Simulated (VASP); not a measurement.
# What spin-orbit coupling changes in CdTe

Aim: run bands, DOS and a relaxation of CdTe twice, without and with spin-orbit coupling. All runs use r2SCAN. Left out of this account: 1 further run (fields: a reference on another mesh). The start is a cell from a database of measured crystal structures.

Calculated with VASP 6.6.1; r2SCAN; plane waves and PAW (Cd, Te), in the first sound run; inputs show where later runs differ.

### 1. The starting structure

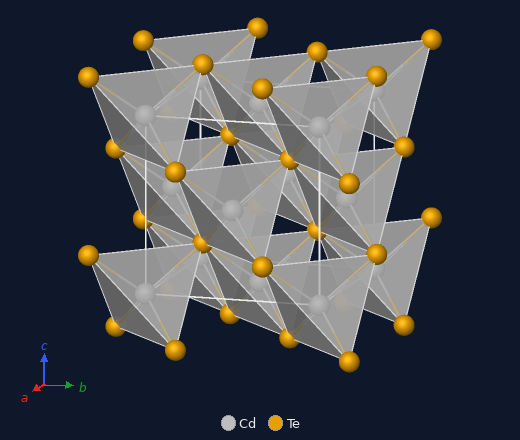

The starting structure, seen slightly off an axis (cadmium light grey, tellurium orange). This picture shows the conventional cell, with its axes. Some periodic images of atoms are drawn too.

### 2. Band structure (r2SCAN)

The mesh alone shows little of the dispersion and can miss band extrema, so KPOINTS_OPT adds a path through the symmetry points after the self-consistent cycle. r2SCAN adds the kinetic-energy density, costs more than a GGA and is run with LASPH.

Input file INCAR:

```
SYSTEM = CdTe
PREC = Accurate
ENCUT = 400
EDIFF = 1E-06
NELM = 100
ISMEAR = -1
SIGMA = 0.05
LREAL = .FALSE.
ALGO = Normal
METAGGA = R2SCAN
LASPH = .TRUE.
NBANDS = 21
LORBIT = 11
LWAVE = .FALSE.
LCHARG = .FALSE.
KPAR = 2
```

Input file POSCAR:

```
CdTe
1.0
    0.0000000000      3.2400000000      3.2400000000
    3.2400000000      0.0000000000      3.2400000000
    3.2400000000      3.2400000000      0.0000000000
Cd Te
1 1
Direct
    0.0000000000      0.0000000000      0.0000000000
    0.2500000000      0.2500000000      0.2500000000
```

Input file KPOINTS:

```
Automatic mesh
0
Gamma
6 6 6
0 0 0
```

Input file KPOINTS_OPT:

```
Line mode
16
Line-mode
Reciprocal
  0.00000000   0.00000000   0.00000000 GAMMA
  0.50000000   0.00000000   0.50000000 X

  0.50000000   0.00000000   0.50000000 X
  0.50000000   0.25000000   0.75000000 W

  0.50000000   0.25000000   0.75000000 W
  0.37500000   0.37500000   0.75000000 K

  0.37500000   0.37500000   0.75000000 K
  0.00000000   0.00000000   0.00000000 GAMMA

  0.00000000   0.00000000   0.00000000 GAMMA
  0.50000000   0.50000000   0.50000000 L

  0.50000000   0.50000000   0.50000000 L
  0.62500000   0.25000000   0.62500000 U

  0.62500000   0.25000000   0.62500000 U
  0.50000000   0.25000000   0.75000000 W

  0.50000000   0.25000000   0.75000000 W
  0.50000000   0.50000000   0.50000000 L

  0.50000000   0.50000000   0.50000000 L
  0.37500000   0.37500000   0.75000000 K

  0.62500000   0.25000000   0.62500000 U
  0.50000000   0.00000000   0.50000000 X
```

The projector-augmented-wave data sets are Cd and Te (PBE family, release 64).

Started as:

```console
$ mpirun -np 2 vasp_std
```

Log:

```text
[banner, memory and clock lines left out]
running    2 mpi-ranks, on    1 nodes
 distrk:  each k-point on    1 cores,    2 groups
 distr:  one band on    1 cores,    1 groups

 POSCAR found type information on POSCAR CdTe
 POSCAR found :  2 types and       2 ions
|                                                                             |
|               ----> ADVICE to this user running VASP <----                  |
|                                                                             |
|     You enforced a specific xc type in the INCAR file but a different       |
|     [... a line on the potential file left out ...]
|     I HOPE YOU KNOW WHAT YOU ARE DOING!                                     |
|                                                                             |

 LDA part: xc-table for (None), standard interpolation
 POSCAR, INCAR and KPOINTS ok, starting setup
 FFT: planning ... GRIDC
 FFT: planning ... GRID_SOFT
 FFT: planning ... GRID
 WAVECAR not read
 entering main loop
       N       E                     dE             d eps       ncg     rms          rms(c)
DAV:   1     0.476941072996E+02    0.47694E+02   -0.70947E+03   704   0.618E+02
DAV:   2    -0.476600783854E+02   -0.95354E+02   -0.89688E+02   770   0.183E+02
DAV:   3    -0.511671240440E+02   -0.35070E+01   -0.34923E+01   792   0.362E+01
DAV:   4    -0.511936317680E+02   -0.26508E-01   -0.26505E-01   823   0.295E+00
DAV:   5    -0.511939699412E+02   -0.33817E-03   -0.33817E-03   815   0.283E-01    0.555E+00
DAV:   6    -0.466430087582E+02    0.45510E+01   -0.24682E+00   687   0.160E+01    0.690E+00
DAV:   7    -0.466140548358E+02    0.28954E-01   -0.10858E-01   762   0.276E+00    0.456E+00
DAV:   8    -0.466227892264E+02   -0.87344E-02   -0.71268E-02   712   0.219E+00    0.897E-01
DAV:   9    -0.466257623844E+02   -0.29732E-02   -0.56641E-03   785   0.458E-01    0.345E-01
DAV:  10    -0.466255143080E+02    0.24808E-03   -0.14932E-03   732   0.333E-01    0.681E-02
DAV:  11    -0.466255030940E+02    0.11214E-04   -0.73622E-05   783   0.877E-02    0.468E-02
DAV:  12    -0.466255071838E+02   -0.40898E-05   -0.23540E-05   775   0.472E-02    0.267E-02
DAV:  13    -0.466255087621E+02   -0.15782E-05   -0.81603E-06   697   0.156E-02    0.846E-03
DAV:  14    -0.466255086402E+02    0.12189E-06   -0.33000E-07   476   0.355E-03
   1 F= -.46625509E+02 E0= -.46625509E+02  d E =-.681088E-07
 Start KPOINTS_OPT (optional k-point list driver)
k-point batch [1-16\160]
       N       E                     dE             ncg
DAV:   1     0.356429482727E+03   -0.36516E+04      696
DAV:   2    -0.117562099247E+04   -0.15321E+04      757
DAV:   3    -0.123362822889E+04   -0.58007E+02      815
DAV:   4    -0.123405114356E+04   -0.42291E+00      851
DAV:   5    -0.123405546636E+04   -0.43228E-02      834
DAV:   6    -0.123405557451E+04   -0.10815E-03      785
DAV:   7    -0.123405557790E+04   -0.33918E-05      749
DAV:   8    -0.123405557801E+04   -0.10500E-06      578
[...]
k-point batch [145-160\160]
       N       E                     dE             ncg
DAV:   1     0.177884704582E+03   -0.80538E+04      704
DAV:   2    -0.127659259278E+04   -0.14545E+04      797
DAV:   3    -0.132826180883E+04   -0.51669E+02      843
DAV:   4    -0.132867498211E+04   -0.41317E+00      902
DAV:   5    -0.132867716524E+04   -0.21831E-02      811
DAV:   6    -0.132867721711E+04   -0.51864E-04      845
DAV:   7    -0.132867721869E+04   -0.15779E-05      707
DAV:   8    -0.132867721874E+04   -0.56479E-07      600
```

Elapsed: 2.3 min, on 2 MPI ranks of Intel Xeon 6975P-C (Granite Rapids), shared host; peak memory 0.33 GiB.

Lines that name or quote the potential files are left out of all logs, and their timing lines are given in words.

OUTCAR, selected parts (step 2):

```text
ion  position               nearest neighbor table
   1  0.000  0.000  0.000-   2 2.81   2 2.81   2 2.81   2 2.81
   2  0.250  0.250  0.250-   1 2.81   1 2.81   1 2.81   1 2.81

  LATTYP: Found a face centered cubic cell.
 ALAT       =     6.4800000000

 Subroutine GETGRP returns: Found 24 space group operations
 (whereof 24 operations were pure point group operations)

The static configuration has the point symmetry T_d .

 Found     16 irreducible k-points:

   k-points           NKPTS =     16   k-points in BZ     NKDIM =     16   number of bands    NBANDS=     21

   dimension x,y,z NGX =    30 NGY =   30 NGZ =   30
   dimension x,y,z NGXF=    60 NGYF=   60 NGZF=   60

   ENCUT  =  400.0 eV  29.40 Ry    5.42 a.u.   7.47  7.47  7.47*2*pi/ulx,y,z

   NELECT =      18.0000    total number of electrons

 k-points in reciprocal lattice and weights: Automatic mesh
   0.00000000  0.00000000  0.00000000       0.005
   0.16666667  0.00000000  0.00000000       0.037
   0.33333333  0.00000000  0.00000000       0.037
   0.50000000  0.00000000  0.00000000       0.019
   0.16666667  0.16666667  0.00000000       0.028
   0.33333333  0.16666667  0.00000000       0.111
   0.50000000  0.16666667  0.00000000       0.111
  -0.33333333  0.16666667  0.00000000       0.111
  -0.16666667  0.16666667  0.00000000       0.056
[...]
-0.33333333  0.33333333  0.16666667       0.111
  -0.33333333  0.50000000  0.16666667       0.056

 average (electrostatic) potential at core
       1 -44.6054       2 -96.3097

 E-fermi :   2.7726

 k-point     1 :       0.0000    0.0000    0.0000
  band No.  band energies     occupation
    ...
      5      -6.1686      2.00000
      6      -6.1686      2.00000
      7       2.1077      2.00000
      8       2.1077      2.00000
      9       2.1077      2.00000
     10       3.3799      0.00001
     11       7.1346      0.00000
     12       7.1346      0.00000
     13       7.1346      0.00000
     14      10.0417      0.00000
    ...

 k-point     2 :       0.1667    0.0000    0.0000
  band No.  band energies     occupation
    ...
      5      -6.1697      2.00000
      6      -6.1697      2.00000
      7       0.4219      2.00000
      8       1.8765      2.00000
      9       1.8765      2.00000
     10       4.3994      0.00000
     11       7.2385      0.00000
     12       7.4810      0.00000
     13       7.4810      0.00000
     14      11.0305      0.00000
    ...

 k-point     3 :       0.3333    0.0000    0.0000
  band No.  band energies     occupation
    ...
      5      -6.1652      2.00000
      6      -6.0616      2.00000
      7      -1.5085      2.00000
      8       1.4860      2.00000
      9       1.4860      2.00000
     10       4.4589      0.00000
     11       7.7467      0.00000
     12       7.7467      0.00000
     13       8.8044      0.00000
     14      10.6340      0.00000
    ...

  Total        0.5845317      0.5845317      0.5845317      0.0000000      0.0000000      0.0000000
  in kB       13.7674544     13.7674544     13.7674544      0.0000000      0.0000000      0.0000000
  external PRESSURE =      13.7674544 kB  Pullay stress =       0.0000000 kB

  energy-cutoff  :      400.00
  volume of cell :       68.02
      direct lattice vectors                 reciprocal lattice vectors
     0.000000000  3.240000000  3.240000000    -0.154320988  0.154320988  0.154320988
     3.240000000  0.000000000  3.240000000     0.154320988 -0.154320988  0.154320988
     3.240000000  3.240000000  0.000000000     0.154320988  0.154320988 -0.154320988

 POSITION                                       TOTAL-FORCE (eV/Angst)
 -----------------------------------------------------------------------------------
      0.00000      0.00000      0.00000        -0.000000     -0.000000     -0.000000
      1.62000      1.62000      1.62000         0.000000      0.000000      0.000000
 -----------------------------------------------------------------------------------
    total drift:                               -0.000006     -0.000006     -0.000006

  FREE ENERGIE OF THE ION-ELECTRON SYSTEM (eV)
  ---------------------------------------------------
  free  energy   TOTEN  =       -46.6255086402 eV

  energy  without entropy=      -46.6255085721  energy(sigma->0) =      -46.62550861

 total charge
# of ion       s       p       d       tot
------------------------------------------
    1        0.450   0.314   9.544  10.308
    2        1.351   2.113   0.021   3.485
--------------------------------------------------
tot          1.801   2.427   9.565  13.793

[... 3 further parts left out ...]
```

Spin-orbit coupling is off here; with elements this heavy it splits and shifts levels by tenths of an eV or more. The PAW data sets were made with PBE, which is usual practice but a small mismatch for other functionals.

Numbers from this step:

```yaml
scf_cycles: 14
electrons: 18
bands: 21
irreducible_k_points: 16
symmetry_operations: 24
free_energy_toten: -46.63 eV
fermi_energy: 2.773 eV
pressure: 1.377 GPa
metallic: no
least_gap_on_mesh_and_path: 1.272 eV
least_direct_gap_on_mesh_and_path: 1.272 eV
valence_top_at_k: 0, 0, 0
conduction_bottom_at_k: 0, 0, 0
least_direct_gap_at_k: 0, 0, 0
```

Electronic bands along the path, in eV, zero at the valence-band top; v1 is the highest filled band, c1 the lowest empty one:

```tsv
point	v4	v3	v2	v1	c1	c2	c3	c4
Γ	-8.28	0.00	0.00	0.00	1.27	5.03	5.03	5.03
X	-7.75	-4.36	-1.92	-1.92	2.88	2.98	9.47	9.82
W	-7.67	-4.22	-2.39	-2.25	4.67	4.94	6.09	6.69
K	-7.70	-4.25	-2.63	-1.58	3.22	4.87	7.84	7.98
Γ	-8.28	0.00	0.00	0.00	1.27	5.03	5.03	5.03
L	-7.90	-4.50	-0.79	-0.79	2.23	5.58	5.58	7.42
U	-7.70	-4.25	-2.63	-1.58	3.22	4.87	7.84	7.98
W	-7.67	-4.22	-2.39	-2.25	4.67	4.94	6.09	6.69
L	-7.90	-4.50	-0.79	-0.79	2.23	5.58	5.58	7.42
K	-7.70	-4.25	-2.63	-1.58	3.22	4.87	7.84	7.98
jump to U	-7.70	-4.25	-2.63	-1.58	3.22	4.87	7.84	7.98
X	-7.75	-4.36	-1.92	-1.92	2.88	2.98	9.47	9.82
```

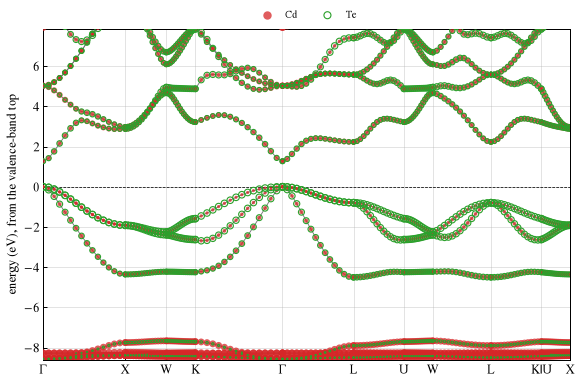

Electronic bands along the path; dots are coloured as in the legend, and their area grows with the weight.

The gap is 1.27 eV, direct at Γ.

(Continued in part 2 of 4.)

[Lines on the potential files, build, host, timing and source positions are cut from VASP's logs without a mark.]

[Logs are printed without paths, hosts, clocks, repeated set-up lines and the standing remarks that a program may print on its own settings, such as how far it seeks lower states.]

[Hosts, paths, dates, database ids (printed as entryN), source tags and the programs' standing remarks are cut or masked in the printed files.]

[A measured line is paired with the nearest computed mode of its activity, which favours agreement.]
